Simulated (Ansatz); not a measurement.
**BH2− (triplet): correlated methods under varied settings at angle H2–B1–H3 = 139.0°**

What do other methods and options give for BH2− (triplet) at this geometry, and how long do they take?

The runs use Ansatz 0.2.0, Gaussian basis; the settings change from run to run.

19 further runs of the same task are left out: 1 for a mislabelled method, 13 that didn't finish, 5 set aside as unsound or not needed.

### Step 1. What is computed

The geometry derives from a PBE0/def2-TZVPD stationary point (not a proven minimum). One angle is set to the value named; bond lengths are kept.

3 atoms, charge -1, spin multiplicity 3.

Atoms are counted from 1 here; the program's logs count them from 0.

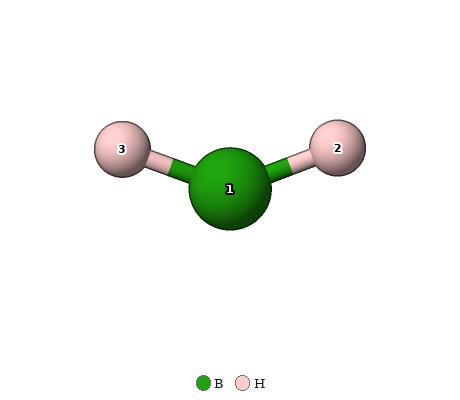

The structure; boron green, hydrogen pink; atoms are numbered from 1 in the order of the file.

### Step 2. NEVPT4(SD)(2,5)/cc-pVDZ

Contents of in.yaml:

```yaml
crystal:
  periodic: [false, false, false]
  atoms:
    - {symbol: B, position_ang: [0.000000, -0.066548, 0.000000]}
    - {symbol: H, position_ang: [0.000000, 0.356894, -1.132548]}
    - {symbol: H, position_ang: [0.000000, 0.356894, 1.132548]}
basis:
  gaussian: {orbitals: cc-pVDZ, fitting: {mean_field: def2-universal-jkfit}}
total_charge: -1
magnetization: {spin_polarized: false, initial_magnetization: 2}
correlation: {method: fic_nevpt4_sd, electrons: all, active_space: {window: {electrons: 2, orbitals: 5}}}
```

The run is started by

```
$ ansatz run in.yaml --threads 1 --pin off --events-out ev --progress --plain --max-ram 2393MiB
```

What it wrote:

```text
Functional definition: HF
  name "HF"
  cite "Fock, Z. Phys. 61, 126 (1930) doi:10.1007/BF01340294"
  parent pbe
  exchange = exact_x
  correlation = 0
111 factors; integrals over basis functions are off by at most 3.0e-1 eV
mean field evaluation 1: about -698.6208 eV, gradient 1.2e1 eV
mean field evaluation 2: about -699.6840 eV, gradient 3.7e0 eV
mean field evaluation 4: about -699.7928 eV, gradient 2.4e-1 eV
mean field -699.79375192 eV, -25.7169460459 hartree, gradient 1.8e-6 eV, S^2 2.000000; 0 other end points of the search recorded, 0 dependent functions left out
reference -699.79375192 eV, -25.7169460459 hartree; 5, 3 occupied and 19, 21 virtual orbitals, 111 factors
state -699.88983555 eV, -25.7204770540 hartree
state -699.88983555 eV, -25.7204770540 hartree; corrected -702.70748450 eV, -25.8240237431 hartree
WARN: 1 active orbitals are nearly empty or full. The corrections depend on them more than the energy does, and are more stable in an active space without them
Total energy: -702.70748450 eV, -25.8240237431 hartree
```

Wall time 0.66 s (1 thread of Arm Neoverse V1, shared host).

From the report: 12 determinants; active occupations 1.00, 1.00, 0.00, 0.00, 0.00. The report marks this result as in doubt.

### Step 3. CASSCF(4,3)/aug-cc-pVDZ

Contents of in.yaml:

```yaml
crystal:
  periodic: [false, false, false]
  atoms:
    - {symbol: B, position_ang: [0.000000, -0.066548, 0.000000]}
    - {symbol: H, position_ang: [0.000000, 0.356894, -1.132548]}
    - {symbol: H, position_ang: [0.000000, 0.356894, 1.132548]}
basis:
  gaussian: {orbitals: aug-cc-pVDZ}
total_charge: -1
magnetization: {spin_polarized: false, initial_magnetization: 2}
correlation: {active_space: {window: {electrons: 4, orbitals: 3}, states: [{multiplicity: 3, weights: [0.5, 1]}]}}
```

The command is unchanged.

What it wrote:

```text
Functional definition: HF
  name "HF"
  cite "Fock, Z. Phys. 61, 126 (1930) doi:10.1007/BF01340294"
  parent pbe
  exchange = exact_x
  correlation = 0
654 factors; integrals over basis functions are off by at most 1.4e-7 eV
mean field evaluation 1: about -696.7425 eV, gradient 1.8e1 eV
mean field evaluation 2: about -696.7498 eV, gradient 1.8e1 eV
mean field evaluation 4: about -700.1509 eV, gradient 2.4e0 eV
mean field evaluation 8: about -700.2603 eV, gradient 2.2e-1 eV
mean field evaluation 16: about -699.3941 eV, gradient 3.4e-2 eV
mean field evaluation 32: about -699.3952 eV, gradient 9.7e-2 eV
mean field evaluation 64: about -700.0618 eV, gradient 2.4e0 eV
mean field evaluation 96: about -700.0402 eV, gradient 2.8e0 eV
mean field -700.26110020 eV, -25.7341207782 hartree, gradient 5.9e-6 eV, S^2 2.000000; 14 other end points of the search recorded, 0 dependent functions left out
reference -700.26110020 eV, -25.7341207782 hartree; 5, 3 occupied and 36, 38 virtual orbitals, 654 factors
state -700.03074359 eV, -25.7256553292 hartree
state -693.11056673 eV, -25.4713435203 hartree
Total energy: -695.41729235 eV, -25.5561141232 hartree
```

Wall time 1.8 s (1 thread of Arm Neoverse V1, shared host).

From the report: 9 determinants; active occupations (of the averaged states) 1.67, 1.33, 1.00.

### Step 4. HF/6-31++G**

Contents of in.yaml:

```yaml
crystal:
  periodic: [false, false, false]
  atoms:
    - {symbol: B, position_ang: [0.000000, -0.066548, 0.000000]}
    - {symbol: H, position_ang: [0.000000, 0.356894, -1.132548]}
    - {symbol: H, position_ang: [0.000000, 0.356894, 1.132548]}
basis:
  gaussian: {orbitals: "6-31++G**"}
total_charge: -1
magnetization: {spin_polarized: false, initial_magnetization: 2}
hamiltonian: {xc: hf}
scf: {lower_state_search: off}
output: {forces: true, orbitals: {seedname: orbitals}}
```

The command is unchanged.

What it wrote, shortened:

```text
Functional definition: HF
  name "HF"
  cite "Fock, Z. Phys. 61, 126 (1930) doi:10.1007/BF01340294"
  parent pbe
[...]
281 factors; integrals over basis functions are off by at most 1.2e-3 eV
[...]
mean field -700.23333498 eV, -25.7331004254 hartree, gradient 2.9e-6 eV, S^2 2.000000; 0 other end points of the search recorded, 0 dependent functions left out
[...]
reference -700.23333498 eV, -25.7331004254 hartree; 5, 3 occupied and 26, 28 virtual orbitals, 281 factors
Total energy: -700.23333498 eV, -25.7331004254 hartree
Atom 0 at     0.000000    -0.066548     0.000000 Å, force     0.000000    -0.636650     0.000000 eV/Å
Atom 1 at     0.000000     0.356894    -1.132548 Å, force    -0.000000     0.318325     0.462885 eV/Å
Atom 2 at     0.000000     0.356894     1.132548 Å, force    -0.000000     0.318325    -0.462885 eV/Å
Dipole moment:     0.000000     0.297558     0.000000 e Å
Checks for a lower state left out: stability, starts, cluster_reference, orbital_swaps, neighbouring_geometries, increment
```

Wall time 0.12 s (1 thread of Arm Neoverse V1, shared host).

### Step 5. NEVPT4(SD)(4,7)/6-31G*

Contents of in.yaml:

```yaml
crystal:
  periodic: [false, false, false]
  atoms:
    - {symbol: B, position_ang: [0.000000, -0.066548, 0.000000]}
    - {symbol: H, position_ang: [0.000000, 0.356894, -1.132548]}
    - {symbol: H, position_ang: [0.000000, 0.356894, 1.132548]}
basis:
  gaussian: {orbitals: "6-31G*"}
total_charge: -1
magnetization: {spin_polarized: false, initial_magnetization: 2}
correlation: {method: fic_nevpt4_sd, electrons: outside_noble_gas, active_space: {window: {electrons: 4, orbitals: 7}, states: [{multiplicity: 3, weights: [1, 0.5, 0.5, 1]}], root: 1}}
```

The command is unchanged.

What it wrote, shortened:

```text
Functional definition: HF
  name "HF"
  cite "Fock, Z. Phys. 61, 126 (1930) doi:10.1007/BF01340294"
  parent pbe
[...]
332 factors; integrals over basis functions are off by at most 1.8e-7 eV
[...]
mean field -699.17739436 eV, -25.6942953231 hartree, gradient 2.8e-6 eV, S^2 2.000000; 0 other end points of the search recorded, 0 dependent functions left out
reference -699.17739436 eV, -25.6942953231 hartree; 5, 3 occupied and 14, 16 virtual orbitals, 332 factors
state -699.76130256 eV, -25.7157535538 hartree
state -694.33776972 eV, -25.5164423981 hartree
state -693.27758269 eV, -25.4774812433 hartree
state -692.01554236 eV, -25.4311021169 hartree
state -699.76130256 eV, -25.7157535538 hartree; corrected -701.44917726 eV, -25.7777818050 hartree
state -694.33776972 eV, -25.5164423981 hartree; corrected -695.99102682 eV, -25.5771984761 hartree
state -693.27758269 eV, -25.4774812433 hartree; corrected -695.07089865 eV, -25.5433843894 hartree
state -692.01554236 eV, -25.4311021169 hartree; corrected -693.62320084 eV, -25.4901824761 hartree
Total energy: -695.99102682 eV, -25.5771984761 hartree
```

Wall time 2.4 s (1 thread of Arm Neoverse V1, shared host).

From the report: 180 determinants; active occupations (of the averaged states) 1.95, 0.85, 0.52, 0.34, 0.33, 0.01, 0.01.

### Step 6. MRCISD+Q(2,4)/6-31++G**

Contents of in.yaml:

```yaml
crystal:
  periodic: [false, false, false]
  atoms:
    - {symbol: B, position_ang: [0.000000, -0.066548, 0.000000]}
    - {symbol: H, position_ang: [0.000000, 0.356894, -1.132548]}
    - {symbol: H, position_ang: [0.000000, 0.356894, 1.132548]}
basis:
  gaussian: {orbitals: "6-31++G**"}
total_charge: -1
magnetization: {spin_polarized: false, initial_magnetization: 2}
hamiltonian: {pseudopotentials: {relativity: scalar}}
correlation: {method: fic_mrcisd_q, electrons: outside_noble_gas, active_space: {window: {electrons: 2, orbitals: 4}}}
```

The command is unchanged.

What it wrote, shortened:

```text
Functional definition: HF
  name "HF"
  cite "Fock, Z. Phys. 61, 126 (1930) doi:10.1007/BF01340294"
  parent pbe
[...]
281 factors; integrals over basis functions are off by at most 1.2e-3 eV
[...]
mean field -700.40782021 eV, -25.7395126391 hartree, gradient 2.9e-6 eV, S^2 2.000000; 1 other end points of the search recorded, 0 dependent functions left out
reference -700.40782021 eV, -25.7395126391 hartree; 5, 3 occupied and 26, 28 virtual orbitals, 281 factors
state -700.58144094 eV, -25.7458930833 hartree
contracted CI cycle   1: correlation 0.00000000 eV, 0.0000000000 hartree, residual 1.32e1 eV
contracted CI cycle   2: correlation -2.45783347 eV, -0.0903237141 hartree, residual 2.09e0 eV
contracted CI cycle   3: correlation -2.53924827 eV, -0.0933156527 hartree, residual 5.68e-1 eV
contracted CI cycle   4: correlation -2.54510339 eV, -0.0935308243 hartree, residual 1.46e-1 eV
contracted CI cycle   5: correlation -2.54557055 eV, -0.0935479922 hartree, residual 4.19e-2 eV
contracted CI cycle   6: correlation -2.54561216 eV, -0.0935495216 hartree, residual 1.50e-2 eV
contracted CI cycle   7: correlation -2.54561683 eV, -0.0935496931 hartree, residual 4.54e-3 eV
contracted CI cycle   8: correlation -2.54561731 eV, -0.0935497108 hartree, residual 1.49e-3 eV
contracted CI cycle   9: correlation -2.54561736 eV, -0.0935497125 hartree, residual 4.14e-4 eV
state -700.58144094 eV, -25.7458930833 hartree; corrected -703.25972042 eV, -25.8443180389 hartree
Total energy: -703.25972042 eV, -25.8443180389 hartree
Relativity: scalar
```

Wall time 0.69 s (1 thread of Arm Neoverse V1, shared host).

From the report: 8 determinants; active occupations 0.98, 0.98, 0.02, 0.02.

### Step 7. BCCD on ROHF/def2-TZVP

Contents of in.yaml:

```yaml
crystal:
  periodic: [false, false, false]
  atoms:
    - {symbol: B, position_ang: [0.000000, -0.066548, 0.000000]}
    - {symbol: H, position_ang: [0.000000, 0.356894, -1.132548]}
    - {symbol: H, position_ang: [0.000000, 0.356894, 1.132548]}
basis:
  gaussian: {orbitals: def2-TZVP}
total_charge: -1
magnetization: {spin_polarized: false, initial_magnetization: 2}
correlation: {method: bccd, electrons: outside_noble_gas}
```

The command is unchanged.

What it wrote, shortened:

```text
Functional definition: HF
  name "HF"
  cite "Fock, Z. Phys. 61, 126 (1930) doi:10.1007/BF01340294"
  parent pbe
[...]
294 factors; integrals over basis functions are off by at most 9.2e-4 eV
[...]
mean field -700.26999694 eV, -25.7344477275 hartree, gradient 8.6e-7 eV, S^2 2.000000; 1 other end points of the search recorded, 0 dependent functions left out
determinant -700.26999694 eV, -25.7344477275 hartree, with singles and doubles -703.57088153 eV, -25.8557529989 hartree
determinant -697.14565252 eV, -25.6196301879 hartree, with singles and doubles -700.16259911 eV, -25.7305009299 hartree
1 core orbitals not correlated: weight in the atoms' cores, before any rotation towards them, 1.000 or more for the frozen orbitals, at most 0.000 for the correlated occupied ones
reference -700.26999694 eV, -25.7344477275 hartree; 4, 2 occupied and 38, 40 virtual orbitals, 294 factors
second order -2.66985972 eV of doubles, -0.04572465 eV of singles
cycle   1  -3.25661167 eV  change   -2.1e-1 eV  update   1.6e-2
[...]
cycle   8  -3.26081789 eV  change   -2.0e-6 eV  update   7.1e-6
Total energy: -703.53081483 eV, -25.8542805746 hartree
```

Run time: 0.99 s. Hardware: 1 thread of Arm Neoverse V1, shared host.

From the report: correlation -3.2608 eV; largest double amplitude 0.04.

### Step 8. MRCISD+Q(relaxed)(8,5)/6-31++G**

Edit in.yaml of step 7 so:

```diff
@@ -7,5 +7,5 @@
 basis:
-  gaussian: {orbitals: def2-TZVP}
+  gaussian: {orbitals: "6-31++G**"}
 total_charge: -1
 magnetization: {spin_polarized: false, initial_magnetization: 2}
-correlation: {method: bccd, electrons: outside_noble_gas}
+correlation: {method: fic_mrcisd_q_relaxed, electrons: all, active_space: {window: {electrons: 8, orbitals: 5}, states: [{multiplicity: 3, weights: [1, 1]}], root: 1}}
```

The command is unchanged.

What it wrote, shortened:

```text
Functional definition: HF
  name "HF"
  cite "Fock, Z. Phys. 61, 126 (1930) doi:10.1007/BF01340294"
  parent pbe
[...]
489 factors; integrals over basis functions are off by at most 2.3e-7 eV
[...]
mean field -700.23334096 eV, -25.7331006450 hartree, gradient 2.9e-6 eV, S^2 2.000000; 1 other end points of the search recorded, 0 dependent functions left out
reference -700.23334096 eV, -25.7331006450 hartree; 5, 3 occupied and 26, 28 virtual orbitals, 489 factors
state -700.16831672 eV, -25.7307110483 hartree
state -692.82276939 eV, -25.4607671631 hartree
contracted CI cycle   1: correlation 0.00000000 eV, 0.0000000000 hartree, residual 1.56e1 eV
contracted CI cycle   2: correlation -2.72817421 eV, -0.1002585531 hartree, residual 2.57e0 eV
contracted CI cycle   3: correlation -2.85064998 eV, -0.1047594546 hartree, residual 7.62e-1 eV
[...]
contracted CI cycle  10: correlation -3.28911314 eV, -0.1208726784 hartree, residual 7.08e-2 eV
contracted CI cycle  11: correlation -3.28921531 eV, -0.1208764331 hartree, residual 2.10e-2 eV
contracted CI cycle  12: correlation -3.28922533 eV, -0.1208768015 hartree, residual 7.80e-3 eV
contracted CI cycle  13: correlation -3.28928414 eV, -0.1208789625 hartree, residual 2.00e-1 eV
contracted CI cycle  14: correlation -3.28922460 eV, -0.1208767746 hartree, residual 5.33e-3 eV
contracted CI cycle  15: correlation -3.28922251 eV, -0.1208766976 hartree, residual 1.48e-2 eV
contracted CI cycle  16: correlation -3.28922462 eV, -0.1208767751 hartree, residual 2.26e-3 eV
contracted CI cycle  17: correlation -3.28922472 eV, -0.1208767790 hartree, residual 7.01e-4 eV
contracted CI cycle  18: correlation -3.28922473 eV, -0.1208767794 hartree, residual 2.85e-4 eV
state -692.82276939 eV, -25.4607671631 hartree; corrected -696.47472150 eV, -25.5949739274 hartree
Total energy: -696.47472150 eV, -25.5949739274 hartree
```

It took 0.93 s on 1 thread of Arm Neoverse V1, shared host.

From the report: 6 determinants; active occupations (of the averaged states) 2.00, 2.00, 1.50, 1.50, 1.00.

### Step 9. CISD/def2-SVP

Contents of in.yaml:

```yaml
crystal:
  periodic: [false, false, false]
  atoms:
    - {symbol: B, position_ang: [0.000000, -0.066548, 0.000000]}
    - {symbol: H, position_ang: [0.000000, 0.356894, -1.132548]}
    - {symbol: H, position_ang: [0.000000, 0.356894, 1.132548]}
basis:
  gaussian: {orbitals: def2-SVP}
total_charge: -1
magnetization: {spin_polarized: false, initial_magnetization: 2}
correlation: {active_space: {ras: {orbitals: [2, 2, 19], electrons: 6, max_holes: 2, max_particles: 2}, fixed_orbitals: true}}
output: {forces: true}
```

Launched as before.

What it wrote, shortened:

```text
Functional definition: HF
  name "HF"
  cite "Fock, Z. Phys. 61, 126 (1930) doi:10.1007/BF01340294"
  parent pbe
[...]
250 factors; integrals over basis functions are off by at most 9.4e-4 eV
[...]
mean field -699.27296349 eV, -25.6978074239 hartree, gradient 4.3e-6 eV, S^2 2.000000; 0 other end points of the search recorded, 0 dependent functions left out
reference -699.27296349 eV, -25.6978074239 hartree; 5, 3 occupied and 19, 21 virtual orbitals, 250 factors
state -701.96774708 eV, -25.7968388944 hartree
[...]
Total energy: -701.96774708 eV, -25.7968388944 hartree
Atom 0 at     0.000000    -0.066548     0.000000 Å, force     0.000000    -1.016731     0.000000 eV/Å
Atom 1 at     0.000000     0.356894    -1.132548 Å, force     0.000000     0.508366    -0.086527 eV/Å
Atom 2 at     0.000000     0.356894     1.132548 Å, force    -0.000000     0.508366     0.086527 eV/Å
Dipole moment:    -0.000000     0.204709    -0.000000 e Å
```

Run time: 0.72 s. Hardware: 1 thread of Arm Neoverse V1, shared host.

From the report: 3,774 determinants.

### Step 10. CCSD on UHF/aug-cc-pVDZ

Contents of in.yaml:

```yaml
crystal:
  periodic: [false, false, false]
  atoms:
    - {symbol: B, position_ang: [0.000000, -0.066548, 0.000000]}
    - {symbol: H, position_ang: [0.000000, 0.356894, -1.132548]}
    - {symbol: H, position_ang: [0.000000, 0.356894, 1.132548]}
basis:
  gaussian: {orbitals: aug-cc-pVDZ}
total_charge: -1
magnetization: {spin_polarized: true, initial_magnetization: 2}
correlation: {method: ccsd, electrons: valence}
accuracy: high
output: {forces: true}
```

Same command.

What it wrote, shortened:

```text
Functional definition: HF
  name "HF"
  cite "Fock, Z. Phys. 61, 126 (1930) doi:10.1007/BF01340294"
  parent pbe
[...]
726 factors; integrals over basis functions are off by at most 2.6e-9 eV
[...]
mean field -700.33417913 eV, -25.7368063796 hartree, gradient 9.8e-8 eV, S^2 2.011776; 19 other end points of the search recorded, 0 dependent functions left out
determinant -700.33417913 eV, -25.7368063796 hartree, with singles and doubles -703.32017161 eV, -25.8465395793 hartree
determinant -699.43989321 eV, -25.7039419781 hartree, with singles and doubles -702.02698829 eV, -25.7990159686 hartree
determinant -699.32097905 eV, -25.6995719633 hartree, with singles and doubles -701.82345501 eV, -25.7915362587 hartree
determinant -698.94513341 eV, -25.6857598908 hartree, with singles and doubles -701.45074247 eV, -25.7778393255 hartree
[...]
determinant -697.32401985 eV, -25.6261850664 hartree, with singles and doubles -699.94185599 eV, -25.7223887699 hartree
1 core orbitals not correlated: weight in the atoms' cores, before any rotation towards them, 1.000 or more for the frozen orbitals, at most 0.000 for the correlated occupied ones
reference -700.33417913 eV, -25.7368063796 hartree; 4, 2 occupied and 36, 38 virtual orbitals, 726 factors
second order -2.40979487 eV of doubles, -0.00000000 eV of singles
cycle   1  -2.98604991 eV  change   -5.7e-5 eV  update   5.2e-4
[...]
cycle  20  -2.98601961 eV  change  -7.3e-11 eV  update  4.6e-10
[...]
Total energy: -703.32019874 eV, -25.8465405763 hartree
Atom 0 at     0.000000    -0.066548     0.000000 Å, force    -0.000000    -0.599499    -0.000000 eV/Å
Atom 1 at     0.000000     0.356894    -1.132548 Å, force     0.000000     0.299750    -0.032644 eV/Å
Atom 2 at     0.000000     0.356894     1.132548 Å, force     0.000000     0.299750     0.032644 eV/Å
Dipole moment:    -0.000000     0.276339    -0.000000 e Å
```

Run time: 8 s. Hardware: 1 thread of Arm Neoverse V1, shared host.

From the report: ⟨S²⟩ of the determinant 2.012 (pure triplet: 2.00); correlation -2.9860 eV; T1 0.018; largest double amplitude 0.05.

### Step 11. The runs in one table

Where basis and cores are those of an earlier FCI/6-31++G** run (-703.0903 eV), and the state is the same kind, the miss against it is given. † marks a result that the program doubts.

| level | correlated | functions | energy (eV) | from FCI (meV) | time |
| --- | --- | --- | --- | --- | --- |
| NEVPT4(SD)(2,5)/cc-pVDZ † | all | 24 | -702.7075 |  | 0.66 s |
| CASSCF(4,3)/aug-cc-pVDZ (mean of several states) |  | 41 | -695.4173 |  | 1.8 s |
| HF/6-31++G** |  | 31 | -700.2333 | 2856.9 | 0.12 s |
| NEVPT4(SD)(4,7)/6-31G* (excited root 1 of an average) | outside noble gas | 19 | -695.9910 |  | 2.4 s |
| MRCISD+Q(2,4)/6-31++G** (relativity set) | outside noble gas | 31 | -703.2597 |  | 0.69 s |
| BCCD on ROHF/def2-TZVP | outside noble gas | 43 | -703.5308 |  | 0.99 s |
| MRCISD+Q(relaxed)(8,5)/6-31++G** (excited root 1 of an average) | all | 31 | -696.4747 |  | 0.93 s |
| CISD/def2-SVP | outside noble gas | 24 | -701.9677 |  | 0.72 s |
| CCSD on UHF/aug-cc-pVDZ | valence | 41 | -703.3202 |  | 8 s |

### Step 12. Outcome

```
quantity                         value
    runs                             9
quickest          HF/6-31++G**, 0.12 s
 slowest  CCSD on UHF/aug-cc-pVDZ, 8 s
```

Total energies in different bases, with other cores or another treatment of relativity can't be set against each other. CCSD on UHF/aug-cc-pVDZ took 67 times as long as HF/6-31++G**; the jobs differ in more than the method. Hartree-Fock, CASSCF and CASCI lack dynamic correlation by design.
